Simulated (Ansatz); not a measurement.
**CH₅BrGe: from a rough start to a stationary point**

What shape does CH₅BrGe take? The plan is to relax it, then compute its harmonic vibrations to see whether it is a minimum and to get the zero-point energy and entropy, and look at its orbitals and charge.

Method: RKS PBE0-D4/def2-TZVP; program: Ansatz 0.2.0, Gaussian basis.

The runs, in order: relaxation at PBE-D4/def2-SVP; relaxation at PBE0-D4/def2-TZVP; harmonic vibrations at the same level; a single point in def2-TZVPP for the fields.

### Step 1. Starting geometry

SMILES `[GeH3][CH2]Br`, 8 atoms, charge 0, spin multiplicity 1.

Atoms are counted from 1 here; the program's logs count them from 0.

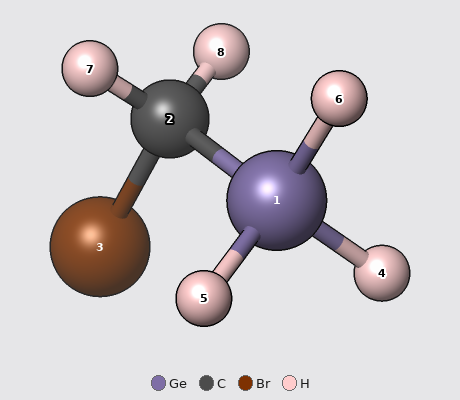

Start geometry, drawn with germanium purple, carbon dark grey, bromine brown, hydrogen pink; atoms are numbered from 1 in the order of the file.

The start is a force-field geometry with small random shifts, so a cheaper pass at PBE-D4/def2-SVP comes first.

### Step 2. Geometry optimisation, PBE-D4/def2-SVP (cheap first pass)

Contents of in.yaml:

```yaml
crystal:
  periodic: [false, false, false]
  atoms:
    - {symbol: Ge, position_ang: [-0.523900, 0.562900, -0.460400]}
    - {symbol: C, position_ang: [0.488400, -0.576300, 0.645900]}
    - {symbol: Br, position_ang: [1.630200, -1.632200, -0.481800]}
    - {symbol: H, position_ang: [-1.346200, -0.228800, -1.458400]}
    - {symbol: H, position_ang: [0.369900, 1.537000, -1.290700]}
    - {symbol: H, position_ang: [-1.510500, 1.472700, 0.421700]}
    - {symbol: H, position_ang: [1.126000, 0.034500, 1.354300]}
    - {symbol: H, position_ang: [-0.141700, -1.226900, 1.213600]}
basis:
  gaussian: {orbitals: def2-SVP}
hamiltonian: {xc: pbe, dispersion: d4}
relax: {f_tol: 0.03, max_steps: 200}
```

Run with:

```bash
ansatz run in.yaml --threads 4 --pin off --events-out ev --progress --plain --max-ram 10444MiB
```

Output, cut to the lines that bear on the results:

```text
Functional definition: PBE
  name "PBE"
  cite "Perdew, Burke & Ernzerhof, Phys. Rev. Lett. 77, 3865 (1996) doi:10.1103/PhysRevLett.77.3865"
  parent pbe
[...]
1144 factors; their error is unknown
[...]
mean field -127645.37360904 eV, -4690.8809589905 hartree, gradient 5.5e-5 eV, S^2 0.000000; 0 other end points of the search recorded, 0 dependent functions left out
[...]
reference -127645.37364434 eV, -4690.8809602879 hartree; 39, 39 occupied and 64, 64 virtual orbitals, 1144 factors
relax step   1: F+E_penalty+E_count = -127645.53320629 eV  Δ(F+E_penalty+E_count) = +0.000e0 eV  max|allowed force component| = 2.108e0 eV/Å  Δτ_max = 0.0000 Å  (24 SCF iters, accepted)
[...]
relax step   3: F+E_penalty+E_count = -127645.71144126 eV  Δ(F+E_penalty+E_count) = -1.240e-2 eV  max|allowed force component| = 3.406e-1 eV/Å  Δτ_max = 0.0419 Å  (26 SCF iters, accepted)
[...]
relax step   4: F+E_penalty+E_count = -127645.71723859 eV  Δ(F+E_penalty+E_count) = -5.797e-3 eV  max|allowed force component| = 2.336e-2 eV/Å  Δτ_max = 0.0273 Å  (26 SCF iters, accepted)
1144 factors; their error is unknown
mean field -127645.56108896 eV, -4690.8878487503 hartree, gradient 1.1e-5 eV, S^2 0.000000; 1 other end points of the search recorded, 0 dependent functions left out
[...]
reference -127645.56112467 eV, -4690.8878500628 hartree; 39, 39 occupied and 64, 64 virtual orbitals, 1144 factors
Total energy: -127645.71727430 eV, -4690.8935884560 hartree
Atom 0 at    -0.575325     0.632002    -0.493655 Å, force     0.013143    -0.018043    -0.023359 eV/Å
Atom 1 at     0.505870    -0.570189     0.647640 Å, force    -0.009535     0.022168     0.015392 eV/Å
Atom 2 at     1.699409    -1.679865    -0.441113 Å, force     0.003095    -0.000262    -0.006733 eV/Å
Atom 3 at    -1.410664    -0.227777    -1.472388 Å, force    -0.008595     0.006935     0.003045 eV/Å
Atom 4 at     0.378520     1.561968    -1.281038 Å, force    -0.002449     0.005517    -0.000689 eV/Å
Atom 5 at    -1.516177     1.479404     0.408137 Å, force     0.004324    -0.007666     0.005046 eV/Å
Atom 6 at     1.143436     0.005198     1.344345 Å, force     0.007955    -0.002452     0.006138 eV/Å
Atom 7 at    -0.132869    -1.257842     1.232273 Å, force    -0.007938    -0.006197     0.001160 eV/Å
Dipole moment:    -0.165047     0.147815     0.210768 e Å
```

Run time: 3.7 s. Hardware: 4 threads of Arm Neoverse V2, shared host.

The steps of the relaxation:

| step | energy from step 1 (eV) | largest force component (eV/Å) |
| --- | --- | --- |
| 1 | 0.0000 | 2.1084 |
| 2 | -0.1658 | 0.5364 |
| 3 | -0.1782 | 0.3406 |
| 4 | -0.1840 | 0.0234 |

Distances of close pairs at the start and the end, largest changes first:

```csv
bond,before (Å),after (Å),change (Å)
Ge1–C2,1.883,1.979,+0.096
Ge1–H6,1.606,1.555,-0.051
C2–Br3,1.921,1.960,+0.039
C2–H8,1.069,1.106,+0.037
Ge1–H4,1.516,1.548,+0.031
C2–H7,1.132,1.106,-0.026
Ge1–H5,1.561,1.547,-0.014
```

### Step 3. Geometry optimisation, PBE0-D4/def2-TZVP

Contents of in.yaml:

```yaml
crystal:
  periodic: [false, false, false]
  atoms:
    - {symbol: Ge, position_ang: [-0.575325, 0.632002, -0.493655]}
    - {symbol: C, position_ang: [0.505870, -0.570189, 0.647640]}
    - {symbol: Br, position_ang: [1.699409, -1.679865, -0.441113]}
    - {symbol: H, position_ang: [-1.410664, -0.227777, -1.472388]}
    - {symbol: H, position_ang: [0.378520, 1.561968, -1.281038]}
    - {symbol: H, position_ang: [-1.516177, 1.479404, 0.408137]}
    - {symbol: H, position_ang: [1.143436, 0.005198, 1.344345]}
    - {symbol: H, position_ang: [-0.132869, -1.257842, 1.232273]}
basis:
  gaussian: {orbitals: def2-TZVP}
hamiltonian: {xc: pbe0, dispersion: d4}
relax: {f_tol: 0.005, max_steps: 150}
```

Same command.

Output, cut to the lines that bear on the results:

```text
Functional definition: PBE0
  name "PBE0"
  cite "Adamo & Barone, J. Chem. Phys. 110, 6158 (1999) doi:10.1063/1.478522"
  cite "Perdew, Burke & Ernzerhof, Phys. Rev. Lett. 77, 3865 (1996) doi:10.1103/PhysRevLett.77.3865"
  parent pbe
[...]
1214 factors; their error is unknown
[...]
mean field -127666.65003397 eV, -4691.6628531851 hartree, gradient 1.4e-5 eV, S^2 0.000000; 0 other end points of the search recorded, 0 dependent functions left out
[...]
reference -127666.65006265 eV, -4691.6628542388 hartree; 39, 39 occupied and 118, 118 virtual orbitals, 1214 factors
relax step   1: F+E_penalty+E_count = -127666.78187905 eV  Δ(F+E_penalty+E_count) = +0.000e0 eV  max|allowed force component| = 3.959e-1 eV/Å  Δτ_max = 0.0000 Å  (27 SCF iters, accepted)
[...]
reference -127666.67154064 eV, -4691.6636435404 hartree; 39, 39 occupied and 118, 118 virtual orbitals, 1214 factors
Total energy: -127666.80405735 eV, -4691.6685134399 hartree
Atom 0 at    -0.568749     0.625859    -0.492719 Å, force    -0.000327     0.000337    -0.000208 eV/Å
Atom 1 at     0.499424    -0.563269     0.646663 Å, force     0.000031    -0.000002     0.000809 eV/Å
Atom 2 at     1.687275    -1.657766    -0.430982 Å, force     0.000741    -0.000067    -0.001089 eV/Å
Atom 3 at    -1.405459    -0.224764    -1.456328 Å, force    -0.000095    -0.000043     0.000130 eV/Å
Atom 4 at     0.374711     1.547250    -1.275786 Å, force     0.000090    -0.000383    -0.000313 eV/Å
Atom 5 at    -1.495864     1.465840     0.405725 Å, force     0.000846    -0.000397     0.000203 eV/Å
Atom 6 at     1.129058    -0.002446     1.334227 Å, force    -0.001017     0.000123     0.000416 eV/Å
Atom 7 at    -0.128196    -1.247805     1.213401 Å, force    -0.000270     0.000430     0.000052 eV/Å
Dipole moment:    -0.199395     0.179211     0.226531 e Å
```

It took 12 s on 4 threads of Arm Neoverse V2, shared host; peak memory 0.43 GiB.

Relaxation path:

```csv
step,energy from step 1 (eV),largest force component (eV/Å)
1,0.0000,0.3959
2,-0.0201,0.1389
3,-0.0220,0.0205
4,-0.0221,0.0082
5,-0.0222,0.0011
```

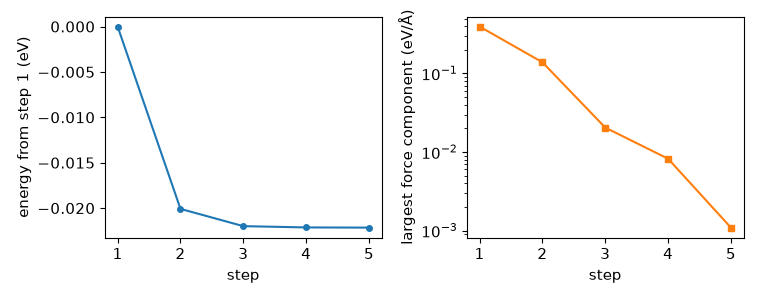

Energy and largest force along the relaxation.

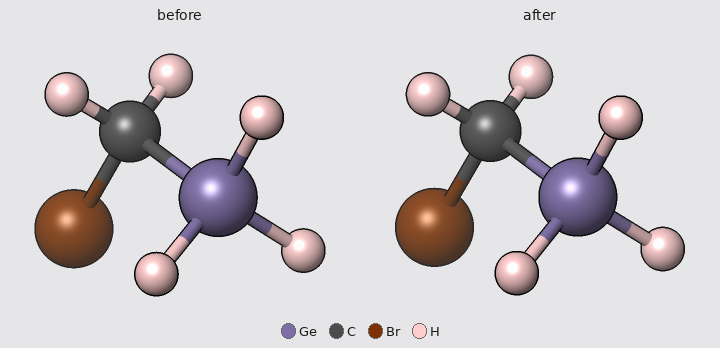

The geometry before (left) and after (right).

Close pairs (by a distance rule), those that changed most:

| bond | before (Å) | after (Å) | change (Å) |
| --- | --- | --- | --- |
| C2–Br3 | 1.960 | 1.942 | -0.018 |
| C2–H7 | 1.106 | 1.088 | -0.018 |
| C2–H8 | 1.106 | 1.088 | -0.018 |
| Ge1–C2 | 1.979 | 1.963 | -0.016 |
| Ge1–H6 | 1.555 | 1.540 | -0.014 |
| Ge1–H4 | 1.548 | 1.534 | -0.014 |
| Ge1–H5 | 1.547 | 1.534 | -0.014 |

Mulliken charges of the relaxed molecule (report file):

```
atom  value (e)
 Ge1       0.06
  C2      -0.31
 Br3      -0.13
  H4       0.02
  H5       0.02
  H6       0.00
  H7       0.16
  H8       0.16
```

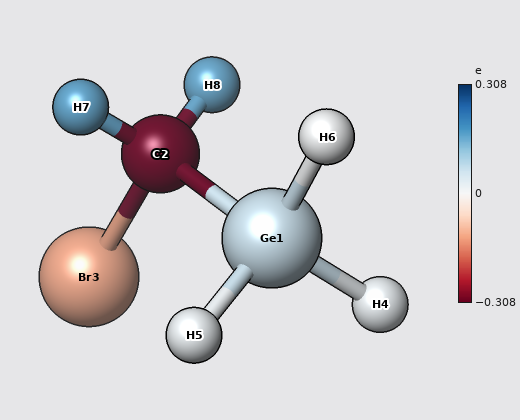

Mulliken charges of the relaxed molecule (report file), as colours on the atoms.

### Step 4. Force constants and modes

Contents of in.yaml:

```yaml
crystal:
  periodic: [false, false, false]
  atoms:
    - {symbol: Ge, position_ang: [-0.568749, 0.625859, -0.492719]}
    - {symbol: C, position_ang: [0.499424, -0.563269, 0.646663]}
    - {symbol: Br, position_ang: [1.687275, -1.657766, -0.430982]}
    - {symbol: H, position_ang: [-1.405459, -0.224764, -1.456328]}
    - {symbol: H, position_ang: [0.374711, 1.547250, -1.275786]}
    - {symbol: H, position_ang: [-1.495864, 1.465840, 0.405725]}
    - {symbol: H, position_ang: [1.129058, -0.002446, 1.334227]}
    - {symbol: H, position_ang: [-0.128196, -1.247805, 1.213401]}
basis:
  gaussian: {orbitals: def2-TZVP}
hamiltonian: {xc: pbe0, dispersion: d4}
phonons: {temperatures: {t_min: 298.15, t_max: 900, t_step: 200}}
```

The command is unchanged.

Output, cut to the lines that bear on the results:

```text
Functional definition: PBE0
  name "PBE0"
  cite "Adamo & Barone, J. Chem. Phys. 110, 6158 (1999) doi:10.1063/1.478522"
  cite "Perdew, Burke & Ernzerhof, Phys. Rev. Lett. 77, 3865 (1996) doi:10.1103/PhysRevLett.77.3865"
  parent pbe
[...]
1214 factors; their error is unknown
[...]
mean field -127666.67151220 eV, -4691.6636424952 hartree, gradient 1.4e-5 eV, S^2 0.000000; 0 other end points of the search recorded, 0 dependent functions left out
[...]
reference -127666.67154065 eV, -4691.6636435408 hartree; 39, 39 occupied and 118, 118 virtual orbitals, 1214 factors
[...]
1214 factors; their error is unknown
mean field -127666.67141015 eV, -4691.6636387452 hartree, gradient 8.2e-7 eV, S^2 0.000000; 0 other end points of the search recorded, 0 dependent functions left out
[...]
Atom 0 at    -0.568749     0.625859    -0.492719 Å, force    -0.000335     0.000340    -0.000210 eV/Å
Atom 1 at     0.499424    -0.563269     0.646663 Å, force     0.000031    -0.000021     0.000812 eV/Å
Atom 2 at     1.687275    -1.657766    -0.430982 Å, force     0.000736    -0.000061    -0.001087 eV/Å
Atom 3 at    -1.405459    -0.224764    -1.456328 Å, force    -0.000091    -0.000042     0.000132 eV/Å
Atom 4 at     0.374711     1.547250    -1.275786 Å, force     0.000092    -0.000379    -0.000315 eV/Å
Atom 5 at    -1.495864     1.465840     0.405725 Å, force     0.000847    -0.000401     0.000201 eV/Å
Atom 6 at     1.129058    -0.002446     1.334227 Å, force    -0.001012     0.000126     0.000416 eV/Å
Atom 7 at    -0.128196    -1.247805     1.213401 Å, force    -0.000268     0.000437     0.000051 eV/Å
Dipole moment:    -0.199395     0.179211     0.226531 e Å
Vibrations: 129.68 130.65 469.15 482.07 636.83 686.31 772.68 827.57 879.01 881.32 1084.15 1153.40 1423.48 2143.00 2174.32 2179.39 3112.50 3183.10 cm⁻¹, zero-point energy 1.385438 eV
```

Run time: 80 s. Hardware: 4 threads of Arm Neoverse V2, shared host; peak memory 0.43 GiB.

Motions are named by where the mode's potential energy lies. Wavenumbers, unscaled:

```csv
mode,cm⁻¹,motion
1,130,bend
2,131,torsion
3,469,bend with C–Br stretch
4,482,bend
5,637,bend with Ge–C stretch
6,686,C–Br and Ge–C stretch
7,773,bend with wag or twist
8,828,bend
9,879,bend with wag or twist
10,881,bend with wag or twist
11,1084,bend
12,1153,bend
13,1423,bend
14,2143,Ge–H stretch
15,2174,Ge–H stretch
16,2179,Ge–H stretch
17,3112,C–H stretch
18,3183,C–H stretch
```

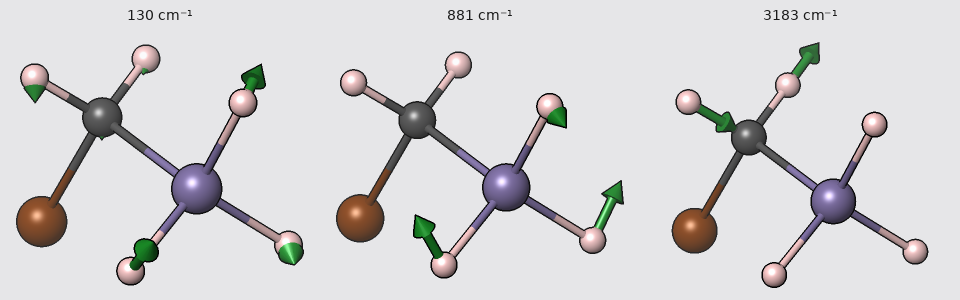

Displacements of 3 modes, as arrows.

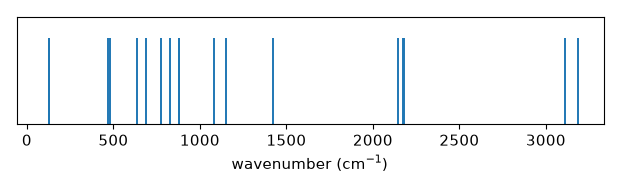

The harmonic wavenumbers as sticks (no intensities were computed).

Ideal gas, rigid rotor and harmonic oscillator at 298.15 K and 1 bar, with symmetry number 1:

| term | value |
| --- | --- |
| zero-point energy | 31.9 kcal/mol |
| H(298) − E | 35.8 kcal/mol |
| entropy, translation | 172.9 J/(mol K) |
| entropy, rotation | 112.4 J/(mol K) |
| entropy, vibration | 37.2 J/(mol K) |
| entropy, total | 322.5 J/(mol K) |

### Step 5. Orbitals, density and potential

Edit in.yaml of step 4 so:

```diff
@@ -12,4 +12,4 @@
 basis:
-  gaussian: {orbitals: def2-TZVP}
+  gaussian: {orbitals: def2-TZVPP}
 hamiltonian: {xc: pbe0, dispersion: d4}
-phonons: {temperatures: {t_min: 298.15, t_max: 900, t_step: 200}}
+output: {orbitals: {seedname: orbitals}}
```

Launched as before.

Output:

```text
Functional definition: PBE0
  name "PBE0"
  cite "Adamo & Barone, J. Chem. Phys. 110, 6158 (1999) doi:10.1063/1.478522"
  cite "Perdew, Burke & Ernzerhof, Phys. Rev. Lett. 77, 3865 (1996) doi:10.1103/PhysRevLett.77.3865"
  parent pbe
  parameter a = 0.25
  parameter kappa = 0.804
  parameter beta = 0.06672455060314922
  exchange = (1 - a)*pbe_x(kappa = kappa, mu = beta*pi^2/3) + a*exact_x
  correlation = pbe_c(beta = beta)
1289 factors; their error is unknown
mean field evaluation 1: about -127662.3633 eV, gradient 4.3e1 eV
mean field evaluation 2: about -127658.5594 eV, gradient 5.5e1 eV
mean field evaluation 4: about -127666.0066 eV, gradient 2.0e0 eV
mean field evaluation 8: about -127666.7109 eV, gradient 1.4e-1 eV
mean field -127666.71097171 eV, -4691.6650926056 hartree, gradient 6.1e-5 eV, S^2 0.000000; 0 other end points of the search recorded, 0 dependent functions left out
reference -127666.71100024 eV, -4691.6650936540 hartree; 39, 39 occupied and 158, 158 virtual orbitals, 1289 factors
Total energy: -127666.84351695 eV, -4691.6699635532 hartree
```

Run time: 1.8 s. Hardware: 4 threads of Arm Neoverse V2, shared host; peak memory 0.58 GiB.

The fields below are evaluated on a grid from the run's orbitals.

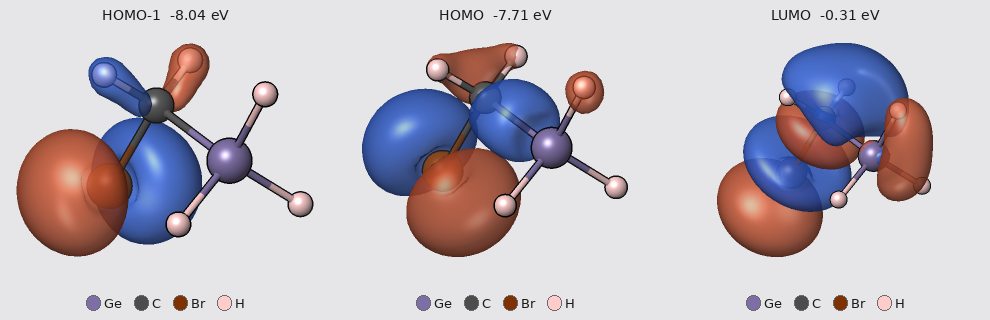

PBE0-D4/def2-TZVPP orbitals near the gap, drawn at the value that encloses 70 % of each; the two colours are the two signs.

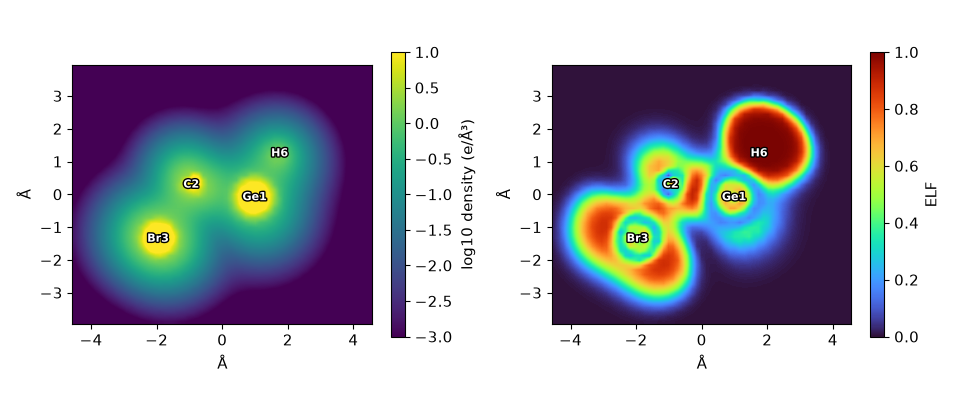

Density (left) and ELF (right) in a plane through or near 4 of the atoms.

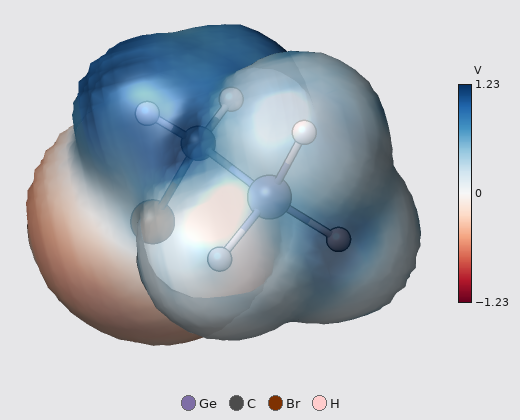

The potential that a unit positive charge feels on the 0.002 e/bohr³ surface, from -0.57 V near Br3 to 1.23 V near H8.

### Step 6. Summary of results

```
                  quantity            value
               point group               Cs
                     steps            4 + 5
shift from the start (rms)          0.051 Å
              total energy  -127666.8041 eV
           dispersion term         -133 meV
             dipole moment           1.69 D
lowest, highest wavenumber   130, 3183 cm⁻¹
         zero-point energy    31.9 kcal/mol
       entropy at 298.15 K  322.5 J/(mol K)
                HOMO, LUMO  -7.71, -0.31 eV
```

In words: The atoms moved 0.05 Å (rms) from the start; the bond that changed most is Ge1–C2, from 1.883 to 1.963 Å. All wavenumbers are real, so the end point is a minimum. The stiffest mode, 3183 cm⁻¹, is a C–H stretch, and 2 modes under 200 cm⁻¹ make the vibrational entropy uncertain. Harmonic hybrid wavenumbers usually lie a few per cent above measured fundamentals. The largest Mulliken charge, -0.31 e, sits on C2. The HOMO lies mostly on Br3 73 %; C2 10 % and the LUMO on Br3 41 %; C2 24 %.
